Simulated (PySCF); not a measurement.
Molecule: SMILES CSC[CH2][GeH3] (C₃H₁₀GeS). Atoms near the plane z = 0.0 Å, at the GFN2-xTB optimised geometry (x, y, z in Å): C1 (1.7, -2.0, 0.0), S2 (-0.2, -2.0, 0.0), C3 (-0.5, -0.2, 0.0), H6 (2.0, -1.6, 0.9), H7 (2.0, -1.4, -0.8), H8 (2.0, -3.1, -0.1), H9 (-1.5, -0.1, -0.3), H10 (0.1, 0.2, -0.8), H13 (-2.0, 2.6, 0.9), H15 (0.3, 3.1, 0.3).

Level of theory: CAM-B3LYP/def2-TZVP in PySCF. Cells within 0.4 Å of a nucleus heavier than hydrogen are left out (blank, or x). The values are rescaled to run from 0 to 1.

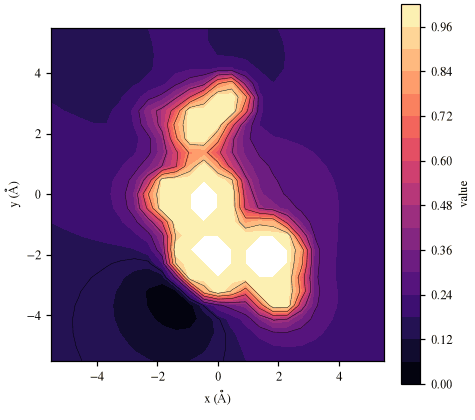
Fig. 1. a field on the plane z = 0.0 Å.

Which quantity is mapped?
A. deformation density (molecule minus spherical neutral atoms)
B. electrostatic potential
C. log10 of the electron density
D. Laplacian of the electron density

B, electrostatic potential. In full: electrostatic potential (hartree/e), clipped to [-0.08, 0.12].
